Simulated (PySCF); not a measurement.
# NMR shielding calculation of C₆H₁₀Si

- system: C₆H₁₀Si, SMILES C=C[SiH](C=C)C=C
- method: GIAO OLYP/pcSseg-1 NMR shielding, non-relativistic, gas phase (PySCF 2.14.0)

The geometry comes from this level: GFN2-xTB. Figures and captions count atoms from 1; the log counts them from 0 in places.

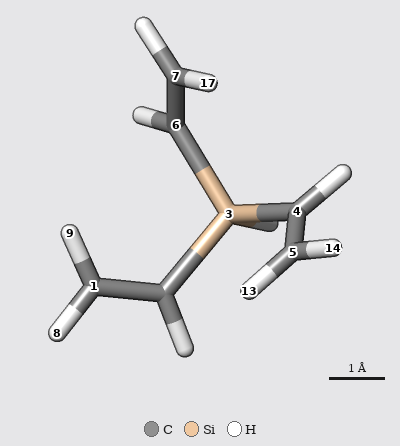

The structure as given in the input (stick view, seen at a tilt; atoms are numbered from 1 in the order of the input). Bond lengths as drawn: C–C 1.32 Å, C–H 1.08 Å, C–Si 1.89 Å and H–Si 1.48 Å.

The input:
```
{"job": {"kind": "nmr", "xc": "OLYP", "basis": "pcSseg-1", "pop": true}, "charge": 0, "multiplicity": 1}
C     -0.866358    -2.229181     0.804970
C     -0.038631    -1.787738    -0.129050
Si     0.018152    -0.005614    -0.751151
C      1.558893     0.871386    -0.101514
C      2.378313     0.390577     0.819833
C     -1.518725     0.907798    -0.143305
C     -1.519526     1.847875     0.788479
H     -0.875189    -3.254988     1.143724
H     -1.582735    -1.574209     1.275785
H      0.660548    -2.488676    -0.570418
H      0.040412    -0.005942    -2.226593
H      1.770614     1.851689    -0.513053
H      2.219368    -0.577668     1.267347
H      3.242746     0.933631     1.172976
H     -2.466631     0.621458    -0.584402
H     -2.421458     2.339527     1.122711
H     -0.606790     2.172105     1.263212
```

The first line tells a small driver script what to run in PySCF; the rest is the geometry in Å.

Machine: 1 CPU thread, shared host.

Launch command:
```bash
OMP_NUM_THREADS=1 python <driver script> task.json out
```

Log:
```
coarse grid: 14344 points
cycle   1  E = -523.7825815935  dE =  4.296e-01  |g| = 6.520e-01  |ddm| = 3.761e+00
cycle   2  E = -523.6490293883  dE =  1.336e-01  |g| = 9.465e-01  |ddm| = 1.683e+00
cycle   3  E = -523.9019208248  dE = -2.529e-01  |g| = 9.982e-02  |ddm| = 1.132e+00
cycle   4  E = -523.9036219189  dE = -1.701e-03  |g| = 6.410e-02  |ddm| = 1.234e-01
cycle   5  E = -523.9047385816  dE = -1.117e-03  |g| = 1.336e-02  |ddm| = 6.838e-02
cycle   6  E = -523.9048017870  dE = -6.321e-05  |g| = 1.528e-03  |ddm| = 2.051e-02
cycle   7  E = -523.9048023993  dE = -6.124e-07  |g| = 5.494e-04  |ddm| = 2.351e-03
final grid: 132896 points
cycle   8  E = -523.9370433854  dE = -7.958e-05  |g| = 1.154e-02  |ddm| = 4.059e-02
cycle   9  E = -523.9370184066  dE =  2.498e-05  |g| = 1.403e-02  |ddm| = 2.586e-02
cycle  10  E = -523.9370716965  dE = -5.329e-05  |g| = 2.531e-03  |ddm| = 1.639e-02
cycle  11  E = -523.9370725060  dE = -8.095e-07  |g| = 1.591e-03  |ddm| = 2.915e-03
cycle  12  E = -523.9370732039  dE = -6.980e-07  |g| = 1.446e-04  |ddm| = 1.292e-03
cycle  13  E = -523.9370732098  dE = -5.875e-09  |g| = 6.169e-05  |ddm| = 2.713e-04
cycle  14  E = -523.9370732107  dE = -8.365e-10  |g| = 3.625e-05  |ddm| = 8.006e-05
cycle  15  E = -523.9370732110  dE = -3.527e-10  |g| = 3.239e-06  |ddm| = 2.764e-05
```

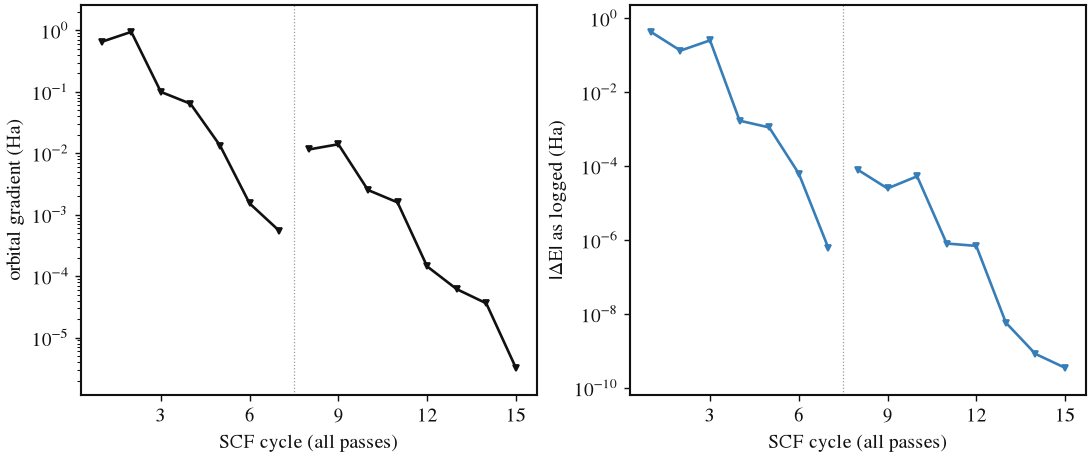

Convergence of the self-consistent field: orbital gradient and size of the energy change against the SCF cycle. The dotted line marks the change from a coarse to the final integration grid. The first 7 cycles use a coarse grid, the final grid takes over at cycle 8, and the field converges after 15 cycles in all.

```
converged SCF energy = -523.9370732110

GIAO shielding tensors (ppm)
atom      isotropic    diamagn.    paramagn.     s11        s22        s33       span
  0 C       46.335     253.700    -207.364    -70.210     45.894    163.322    233.532
  1 C       49.431     261.040    -211.609    -58.539     35.101    171.733    230.272
  2 Si     383.417     884.563    -501.147    355.287    396.853    398.110     42.823
  3 C       48.918     261.171    -212.253    -59.096     35.078    170.772    229.868
  4 C       46.852     253.535    -206.683    -69.661     46.971    163.246    232.907
  5 C       48.862     261.168    -212.306    -58.994     34.463    171.118    230.112
  6 C       46.758     253.635    -206.877    -69.868     46.897    163.244    233.112
  7 H       25.205      29.197      -3.992     22.281     25.024     28.310      6.028
  8 H       25.684      33.711      -8.028     22.584     24.590     29.878      7.294
  9 H       25.253      31.764      -6.511     23.149     25.534     27.076      3.927
 10 H       26.717      30.177      -3.460     24.477     24.522     31.152      6.674
 11 H       25.257      31.873      -6.616     23.023     25.534     27.214      4.191
 12 H       25.706      33.583      -7.878     22.596     24.652     29.869      7.273
 13 H       25.233      29.178      -3.945     22.267     25.021     28.409      6.142
 14 H       25.271      31.874      -6.603     23.075     25.562     27.175      4.100
 15 H       25.222      29.227      -4.006     22.267     25.027     28.372      6.105
 16 H       25.702      33.676      -7.974     22.606     24.629     29.870      7.264
```

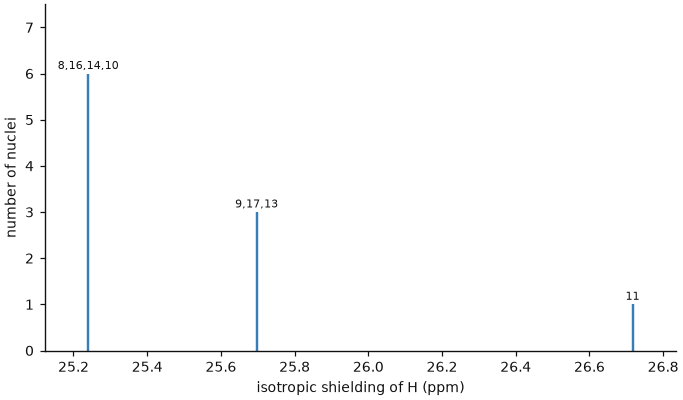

Isotropic shieldings of the hydrogen nuclei in this fixed geometry, labelled by atom number; shielding grows to the right, so chemical shift grows to the left. The least shielded is H8 (25.2 ppm), the most shielded H11 (26.7 ppm).

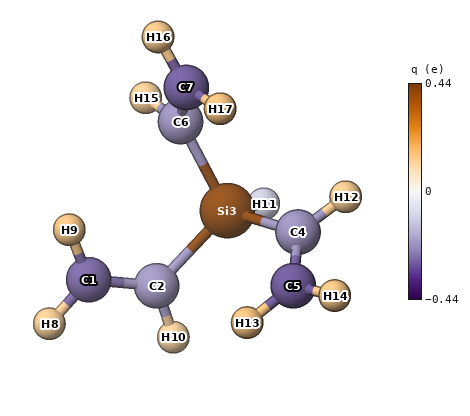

ESP-fitted charges, as the colour of each atom (ball-and-stick view, seen at a tilt; atoms are numbered from 1 in the order of the input). By element: C −0.29 to −0.22, Si +0.42 and H −0.12 to +0.14 e.

Results in brief:

| quantity | value |
| --- | --- |
| outcome | converged |
| total energy | −523.937073 hartree |
| HOMO | −6.49 eV |
| LUMO | −1.05 eV |
| dipole moment | 0.62 D |
| isotropic shielding, C | 46.3 to 49.4 ppm |
| isotropic shielding, Si | 383.4 ppm |
| isotropic shielding, H | 25.2 to 26.7 ppm |
| wall time | 53 s |
| peak memory | 0.65 GiB |

Settings chosen away from the usual ones: OLYP/pcSseg-1.
